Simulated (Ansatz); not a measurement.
**Run report: C2H9InO2, molecular dynamics**

- system: C2H9InO2
- method: RKS revPBE/def2-SVP (Ansatz 0.2.0)

The geometry comes from this level: PBE0-D4/def2-TZVP. Figures and captions count atoms from 1; the log counts them from 0 in places.

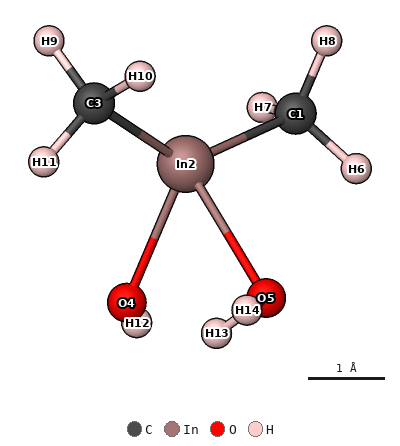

Figure 1. The input geometry (ball-and-stick view, seen at a tilt; atoms are numbered from 1 in the order of the input). Sticks mark near contacts.

Input:
```yaml
crystal:
  periodic: [false, false, false]
  atoms:
    - {symbol: C, position_ang: [-1.836681, 1.249669, 0.427304]}
    - {symbol: In, position_ang: [-0.242199, -0.156877, 0.166321]}
    - {symbol: C, position_ang: [1.041324, -1.378053, 1.367790]}
    - {symbol: O, position_ang: [-0.178009, -0.870763, -1.787544]}
    - {symbol: O, position_ang: [1.394659, 1.018350, -1.136249]}
    - {symbol: H, position_ang: [-1.679514, 2.087422, -0.253740]}
    - {symbol: H, position_ang: [-2.792882, 0.780701, 0.188076]}
    - {symbol: H, position_ang: [-1.879550, 1.626304, 1.449493]}
    - {symbol: H, position_ang: [0.459085, -2.021827, 2.028758]}
    - {symbol: H, position_ang: [1.698734, -0.763256, 1.984809]}
    - {symbol: H, position_ang: [1.645512, -2.006768, 0.712597]}
    - {symbol: H, position_ang: [-0.969457, -0.748255, -2.313847]}
    - {symbol: H, position_ang: [1.005438, 0.365311, -1.784212]}
    - {symbol: H, position_ang: [2.320541, 0.788641, -1.020858]}
basis:
  gaussian: {orbitals: def2-SVP}
hamiltonian: {xc: {name: revPBE}}
md: {timestep: 2 fs, n_steps: 20, ensemble: nvt_langevin, temperature: 1500, initial_velocities: maxwell_boltzmann, friction: 0.01, seed: 580}
```

Run on 4 threads of Arm Neoverse V1, 23 GiB of memory available, shared host.

Launch command:
```bash
ansatz run in.yaml --threads 4 --pin off --events-out ev --progress --plain --max-ram 11315MiB
```

Log:
```
Functional definition: revPBE
  name "revPBE"
  cite "Zhang & Yang, Phys. Rev. Lett. 80, 890 (1998) doi:10.1103/PhysRevLett.80.890"
  cite "Perdew, Burke & Ernzerhof, Phys. Rev. Lett. 77, 3865 (1996) doi:10.1103/PhysRevLett.77.3865"
  parameter kappa = 1.245
  parameter beta = 0.06672455060314922
  exchange = pbe_x(kappa = kappa, mu = beta*pi^2/3)
  correlation = pbe_c(beta = beta)
1440 factors; their error is unknown
mean field evaluation 1: about -11460.6199 eV, gradient 1.0e2 eV
mean field evaluation 2: about -11384.1019 eV, gradient 2.0e2 eV
mean field evaluation 4: about -11483.6756 eV, gradient 9.9e0 eV
mean field evaluation 8: about -11483.8951 eV, gradient 1.2e-1 eV
mean field evaluation 16: about -11483.8594 eV, gradient 1.1e-3 eV
mean field -11483.85938272 eV, -422.0240482757 hartree, gradient 3.3e-5 eV, S^2 0.000000; 0 other end points of the search recorded, 0 dependent functions left out
the calculation of the forces begins
reference -11483.85944887 eV, -422.0240507063 hartree; 29, 29 occupied and 98, 98 virtual orbitals, 1440 factors
md step     0: t =     0.00 fs  T =  1392.9 K  F+E_penalty+E_count = -11483.85938272 eV  E_kin = 2.520570 eV  (29 SCF iters)
these checks for a lower state are left out or cut short: starts, cluster_reference, orbital_swaps, neighbouring_geometries, increment
1440 factors; their error is unknown
mean field -11482.96795972 eV, -421.9912890846 hartree, gradient 1.9e-5 eV, S^2 0.000000; 0 other end points of the search recorded, 0 dependent functions left out
[... from here on the field's lines of each further geometry are left out, up to the last ...]
md step     1: t =     2.00 fs  T =  1082.4 K  F+E_penalty+E_count = -11482.96795972 eV  E_kin = 1.958725 eV  (30 SCF iters)
md step     2: t =     4.00 fs  T =   957.2 K  F+E_penalty+E_count = -11482.75103612 eV  E_kin = 1.732278 eV  (31 SCF iters)
md step     3: t =     6.00 fs  T =  1062.3 K  F+E_penalty+E_count = -11482.89183180 eV  E_kin = 1.922374 eV  (29 SCF iters)
md step     4: t =     8.00 fs  T =   997.2 K  F+E_penalty+E_count = -11482.14849608 eV  E_kin = 1.804510 eV  (28 SCF iters)
md step     5: t =    10.00 fs  T =  1300.7 K  F+E_penalty+E_count = -11482.12743913 eV  E_kin = 2.353760 eV  (34 SCF iters)
md step     6: t =    12.00 fs  T =   817.0 K  F+E_penalty+E_count = -11481.42751257 eV  E_kin = 1.478388 eV  (31 SCF iters)
md step     7: t =    14.00 fs  T =  1054.9 K  F+E_penalty+E_count = -11481.77330194 eV  E_kin = 1.909073 eV  (32 SCF iters)
md step     8: t =    16.00 fs  T =  1418.6 K  F+E_penalty+E_count = -11482.85695651 eV  E_kin = 2.567182 eV  (35 SCF iters)
md step     9: t =    18.00 fs  T =  3635.6 K  F+E_penalty+E_count = -11478.24949905 eV  E_kin = 6.579163 eV  (36 SCF iters)
WARN: at step 10 the energy moved +33601.8 meV off the work of the forces, which amounts to +9284.104 K. Such steps counted: 1; another is reported when that count doubles or it is the largest. The electronic state may have changed, which in a crystal more k-points or another scf.occupations.width can prevent. At a collision, shorten md.timestep. If it recurs at most steps, use a smearing in place of tetrahedra, or tighten scf.convergence.dr2_threshold (accuracy in a Gaussian basis)
md step    10: t =    20.00 fs  T = 15768.3 K  F+E_penalty+E_count = -11478.13096865 eV  E_kin = 28.535033 eV  (81 SCF iters)
md step    11: t =    22.00 fs  T = 14494.8 K  F+E_penalty+E_count = -11476.94683522 eV  E_kin = 26.230329 eV  (60 SCF iters)
md step    12: t =    24.00 fs  T = 13653.9 K  F+E_penalty+E_count = -11476.52540851 eV  E_kin = 24.708659 eV  (50 SCF iters)
md step    13: t =    26.00 fs  T = 13089.5 K  F+E_penalty+E_count = -11476.47866221 eV  E_kin = 23.687350 eV  (52 SCF iters)
md step    14: t =    28.00 fs  T = 12444.9 K  F+E_penalty+E_count = -11476.56040851 eV  E_kin = 22.520842 eV  (294 SCF iters)
md step    15: t =    30.00 fs  T = 12355.0 K  F+E_penalty+E_count = -11476.72499129 eV  E_kin = 22.358096 eV  (98 SCF iters)
md step    16: t =    32.00 fs  T = 11838.6 K  F+E_penalty+E_count = -11476.86062631 eV  E_kin = 21.423612 eV  (96 SCF iters)
md step    17: t =    34.00 fs  T = 10911.1 K  F+E_penalty+E_count = -11476.57037951 eV  E_kin = 19.745083 eV  (75 SCF iters)
md step    18: t =    36.00 fs  T = 10488.6 K  F+E_penalty+E_count = -11476.26496794 eV  E_kin = 18.980652 eV  (42 SCF iters)
md step    19: t =    38.00 fs  T =  9929.7 K  F+E_penalty+E_count = -11475.89500377 eV  E_kin = 17.969165 eV  (42 SCF iters)
the calculation of the forces begins
reference -11475.94506152 eV, -421.7332023360 hartree; 29, 29 occupied and 98, 98 virtual orbitals, 1440 factors
1440 factors; their error is unknown
mean field evaluation 288: about -11475.8082 eV, gradient 6.3e-2 eV
mean field -11475.94496884 eV, -421.7331989301 hartree, gradient 1.5e-5 eV, S^2 0.000000; 3 other end points of the search recorded, 0 dependent functions left out
the calculation of the forces begins
reference -11475.94506152 eV, -421.7332023360 hartree; 29, 29 occupied and 98, 98 virtual orbitals, 1440 factors
md step    20: t =    40.00 fs  T =  9754.1 K  F+E_penalty+E_count = -11475.94496884 eV  E_kin = 17.651443 eV  (157 SCF iters)
```

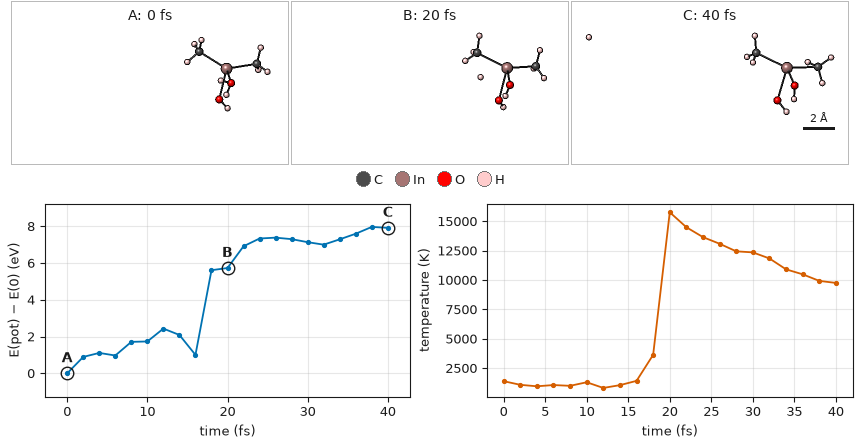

Figure 2. Frames of the molecular dynamics (ball-and-stick, seen at a tilt) above the curves, on which the letters mark them. The trajectory kept here has 21 frames over 40 fs. The temperature starts at 1393 K, ranges from 817 to 15768 K and averages 12248 K over the second half. The potential energy ends 7.914 eV above its first value. After an unweighted best fit of the last frame on the first, the root-mean-square displacement is 3.56 Å, and H14 has moved furthest (12.31 Å).

```
Total energy: -11475.94506152 eV, -421.7332023360 hartree
Atom 0 at    -2.292709     1.149002     0.218647 Å, force    -1.389042    -1.833678     1.164761 eV/Å
Atom 1 at    -0.231970    -0.056626     0.130804 Å, force    -0.197386     1.020954    -0.956495 eV/Å
Atom 2 at     0.703752    -1.783381     1.222241 Å, force    -1.433009    -0.584838     1.822831 eV/Å
Atom 3 at    -0.188504    -0.873251    -1.947738 Å, force    -0.448585    -0.128803    -0.186016 eV/Å
Atom 4 at     1.124587     1.184036    -1.258133 Å, force    -0.644141    -0.593163     0.289054 eV/Å
Atom 5 at    -2.235022     1.437371    -0.885395 Å, force    -0.707571    -0.698457     1.013582 eV/Å
Atom 6 at    -2.794484     0.134978     0.667639 Å, force     0.887910     1.194435    -2.075487 eV/Å
Atom 7 at    -3.038966     1.758063     0.834428 Å, force     1.598606     0.600734    -0.427210 eV/Å
Atom 8 at     0.161329    -2.788173     1.092274 Å, force     0.448365     1.294068    -0.047375 eV/Å
Atom 9 at     1.031974    -1.645380     2.317542 Å, force    -0.421690     0.110611    -1.387600 eV/Å
Atom 10 at     1.486290    -1.648427     0.519588 Å, force     1.826349    -0.547923    -0.752636 eV/Å
Atom 11 at    -0.743594    -0.539357    -2.700030 Å, force     0.095247    -0.202864     0.670443 eV/Å
Atom 12 at     0.670178     0.834895    -2.089809 Å, force     0.385007     0.368961     0.872069 eV/Å
Atom 13 at    13.027062    -7.558213     1.965731 Å, force    -0.000061    -0.000037     0.000078 eV/Å
Dipole moment:    -1.027814     0.118938     0.155274 e Å
```

Trajectory as extended XYZ (Å, eV, eV/Å), 7 of the 21 frames kept, from step=0 to step=20:
```
14
Properties=species:S:1:pos:R:3:forces:R:3 step=0 time_fs=0.0 energy=-11483.85938 temperature=1392.9
C    -1.8367    1.2497    0.4273    0.0298  -0.0273   0.0229
In   -0.2422   -0.1569    0.1663   -0.1035   0.0878   0.3841
C     1.0413   -1.3781    1.3678   -0.0320   0.0402  -0.0312
O    -0.1780   -0.8708   -1.7875    0.7303  -0.4253  -0.2093
O     1.3947    1.0184   -1.1362   -0.3124   0.9157   0.2601
H    -1.6795    2.0874   -0.2537    0.0876   0.4529  -0.3533
H    -2.7929    0.7807    0.1881   -0.5112  -0.2559  -0.1214
H    -1.8796    1.6263    1.4495   -0.0283   0.2121   0.5538
H     0.4591   -2.0218    2.0288   -0.3201  -0.3486   0.3482
H     1.6987   -0.7633    1.9848    0.3559   0.3248   0.3381
H     1.6455   -2.0068    0.7126    0.3212  -0.3463  -0.3448
H    -0.9695   -0.7483   -2.3138   -0.6749   0.1264  -0.4512
H     1.0054    0.3653   -1.7842   -0.2195  -0.4928  -0.4414
H     2.3205    0.7886   -1.0209    0.6772  -0.2637   0.0453
14
Properties=species:S:1:pos:R:3:forces:R:3 step=3 time_fs=6.0 energy=-11482.89183 temperature=1062.3
C    -1.8315    1.1368    0.3301   -3.7635   3.8204   1.1991
In   -0.2430   -0.1228    0.1862    1.3813  -1.5510  -1.4094
C     0.9684   -1.4748    1.3413    2.1911  -0.7587   0.6509
O    -0.1621   -0.8727   -1.8281    1.6194   0.0875   0.7187
O     1.4657    0.9749   -1.1652   -2.3211   0.2194  -1.0510
H    -1.8606    2.1170   -0.2642    0.8699  -0.9585  -0.0608
H    -2.9868    0.9404    0.2123    1.8148  -0.7298   0.2984
H    -1.7768    1.6319    1.3744   -0.1645  -0.7138  -0.7471
H     0.2613   -2.1557    1.9144    0.7754   0.5821  -0.0859
H     1.6465   -0.8307    2.0083   -1.1129  -0.5917   0.0536
H     1.8301   -2.1403    0.8787   -1.8591   0.9274  -0.0065
H    -1.0078   -0.8908   -2.2480   -1.4010   0.0849  -0.8848
H     0.9970    0.3314   -1.8973    0.7159   0.3647   1.3562
H     2.3341    0.6917   -0.9102    1.2543  -0.7831  -0.0316
14
Properties=species:S:1:pos:R:3:forces:R:3 step=7 time_fs=14.0 energy=-11481.77330 temperature=1054.9
C    -1.9710    1.1074    0.2762    1.6194   1.9012  -0.5259
In   -0.2362   -0.0940    0.1898    0.7439  -2.0017  -1.7572
C     0.9167   -1.5892    1.3291    0.6218  -0.0726  -0.8643
O    -0.1516   -0.8562   -1.8780    2.2597   0.3668   1.4289
O     1.5347    0.9246   -1.1884    5.0911  -2.7231   1.3134
H    -1.7596    1.9501   -0.4838   -0.7383  -0.9269   0.9400
H    -2.9768    0.7835    0.4100   -1.3583  -0.8594  -0.6533
H    -1.7483    1.4652    1.2728    0.0549   1.1922   0.9136
H     0.0936   -2.1817    1.7021   -0.7136  -0.9250   0.1956
H     1.2301   -1.0398    2.2095    0.9420   0.1431   0.6690
H     1.7092   -2.2821    0.8393   -1.0251   1.2720   0.5519
H    -1.0377   -1.0206   -2.1157   -2.1801  -0.3079  -0.9774
H     1.1771    0.2281   -1.8096   -0.8905  -0.0824  -0.5099
H     2.6034    0.2565   -0.9585   -4.4269   3.0239  -0.7244
14
Properties=species:S:1:pos:R:3:forces:R:3 step=10 time_fs=20.0 energy=-11478.13097 temperature=15768.3
C    -2.0779    1.1287    0.2832    0.4852  -1.0681   1.8966
In   -0.2268   -0.0800    0.1805    0.5129  -0.8421  -0.4484
C     0.8788   -1.6457    1.3041   -3.6600   0.9043   2.6586
O    -0.1554   -0.8338   -1.8816   -1.7469  -0.3597  -0.3725
O     1.5829    0.9067   -1.1968    0.2452  -1.9677   0.1193
H    -1.9169    1.7294   -0.5891   -0.2863   0.9993  -0.8442
H    -3.0424    0.5061    0.2744    1.1404   0.8097   0.2056
H    -1.7873    1.6584    1.2569   -1.1294  -0.1508  -0.9951
H    -0.0385   -2.3346    1.5053    1.0778   0.5121  -0.4236
H     1.0802   -1.2835    2.3721    0.5415  -0.3630  -1.1944
H     1.5983   -2.2066    0.7845    1.7013  -0.8157  -0.8499
H    -1.0966   -0.9971   -2.2417    1.7378   0.4528   0.4180
H     1.0138    0.2326   -1.8001    1.1335   0.6531   0.3940
H     3.3296   -0.3522   -0.6435   -1.7532   1.2357  -0.5640
14
Properties=species:S:1:pos:R:3:forces:R:3 step=13 time_fs=26.0 energy=-11476.47866 temperature=13089.5
C    -2.1738    1.1396    0.3032    1.0877  -0.5745  -3.0653
In   -0.2184   -0.0746    0.1618    0.3641   0.5280  -0.2313
C     0.7850   -1.6985    1.2873    1.8777  -0.6787  -1.5250
O    -0.1565   -0.8171   -1.8879   -0.4466   0.1502   0.0084
O     1.4601    1.0001   -1.2429   -0.6245   0.2883   0.7542
H    -2.1695    1.5986   -0.7616    0.2858  -0.0209   1.2983
H    -2.9041    0.2985    0.0880   -0.0709   0.8846   1.5267
H    -2.0757    1.9416    1.0649   -0.8201  -0.6460   0.1820
H    -0.0453   -2.4296    1.1837    0.2958  -0.2781   0.4055
H     1.1353   -1.5219    2.3249   -0.3635   0.0511  -0.0856
H     1.7357   -2.0675    0.6307   -2.0650   0.8327   1.2345
H    -0.9761   -0.8166   -2.4159   -0.1941  -0.1759  -0.0928
H     0.9021    0.4721   -1.8838    0.6732  -0.3624  -0.4084
H     6.4352   -2.6733    0.2937    0.0004   0.0015  -0.0010
14
Properties=species:S:1:pos:R:3:forces:R:3 step=17 time_fs=34.0 energy=-11476.57038 temperature=10911.1
C    -2.2545    1.1376    0.2532    1.1299   0.6030   0.4054
In   -0.2232   -0.0679    0.1435    0.0471   1.3136  -0.7956
C     0.7282   -1.7653    1.2544    1.2949   1.6094  -2.3262
O    -0.1773   -0.8346   -1.9129    0.6422  -0.7923   1.0410
O     1.2751    1.1152   -1.2716    0.2948   0.3621   2.2250
H    -2.2123    1.5480   -0.7539   -0.4049  -0.2719  -0.6869
H    -2.8316    0.2858    0.5104   -1.0883  -1.7776  -0.6278
H    -2.7425    1.8683    0.9070    0.8539   0.7800   0.6318
H     0.0508   -2.5599    1.0462   -0.6689  -1.2530  -0.2015
H     1.0428   -1.6445    2.2610    0.1701   0.3248   1.4904
H     1.6122   -1.6866    0.5384   -0.5941  -0.7212   0.7463
H    -0.8241   -0.6457   -2.5887   -1.0224   0.2939  -0.6558
H     0.7681    0.6366   -1.9388   -0.6544  -0.4706  -1.2463
H    10.3084   -5.5932    1.2974   -0.0001  -0.0001   0.0002
14
Properties=species:S:1:pos:R:3:forces:R:3 step=20 time_fs=40.0 energy=-11475.94497 temperature=9754.1
C    -2.2927    1.1490    0.2186   -1.3890  -1.8337   1.1648
In   -0.2320   -0.0566    0.1308   -0.1974   1.0210  -0.9565
C     0.7038   -1.7834    1.2222   -1.4330  -0.5848   1.8228
O    -0.1885   -0.8733   -1.9477   -0.4486  -0.1288  -0.1860
O     1.1246    1.1840   -1.2581   -0.6441  -0.5932   0.2891
H    -2.2350    1.4374   -0.8854   -0.7076  -0.6985   1.0136
H    -2.7945    0.1350    0.6676    0.8879   1.1944  -2.0755
H    -3.0390    1.7581    0.8344    1.5986   0.6007  -0.4272
H     0.1613   -2.7882    1.0923    0.4484   1.2941  -0.0474
H     1.0320   -1.6454    2.3175   -0.4217   0.1106  -1.3876
H     1.4863   -1.6484    0.5196    1.8263  -0.5479  -0.7526
H    -0.7436   -0.5394   -2.7000    0.0952  -0.2029   0.6704
H     0.6702    0.8349   -2.0898    0.3850   0.3690   0.8721
H    13.0271   -7.5582    1.9657   -0.0001   0.0000   0.0001
```

Key numbers:

```json
{"quantity": "outcome", "value": "finished"}
{"quantity": "mean temperature over the second half", "value": "12248 K"}
{"quantity": "trajectory", "value": "20 steps, 40 fs"}
{"quantity": "ensemble", "value": "nvt_langevin"}
{"quantity": "temperature in the input", "value": "1500 K"}
{"quantity": "time step", "value": "2 fs"}
{"quantity": "potential energy (last step)", "value": "−11475.9451 eV"}
{"quantity": "SCF solution under orbital rotations (last step)", "value": "stable"}
{"quantity": "largest force (length of the vector) (last step)", "value": "2.578 eV/Å"}
{"quantity": "dipole moment (last step)", "value": "5.03 D"}
{"quantity": "wall time", "value": "51 s (CPU time 3.2 min)"}
{"quantity": "peak memory", "value": "0.51 GiB"}
```

Remarks:

So short a trajectory is not equilibrated. The logged temperature at the start can lie below the typed one, since it is counted over all degrees of freedom. The temperature stays far from the 1500 K of the thermostat over the second half: the run isn't equilibrated.
